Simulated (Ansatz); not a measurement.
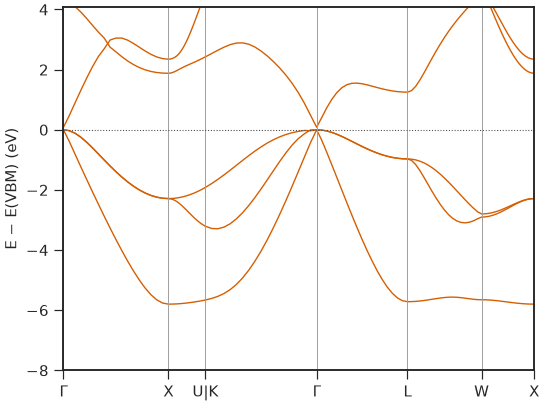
*Band structure from DFT-r²SCAN in the program Ansatz with PAW potentials*

**Question.** Read off the gap and where the band edges lie.

**Answer.** About 0.1 eV (0.08 eV by a search for the band edges); maximum at Γ, minimum at Γ.

**Question.** Pick the material that matches.
A) InAs, zinc blende
B) PbS, zinc blende
C) TePb, zinc blende
D) GaN, rock salt

**Answer.** A, InAs, zinc blende

Space group F-43m (zinc blende). Symmetry was held in the r²SCAN relaxation. Scalar-relativistic: spin–orbit coupling is off unless named, which matters more the heavier the elements.

Potentials: the later of the program's two PAW sets.
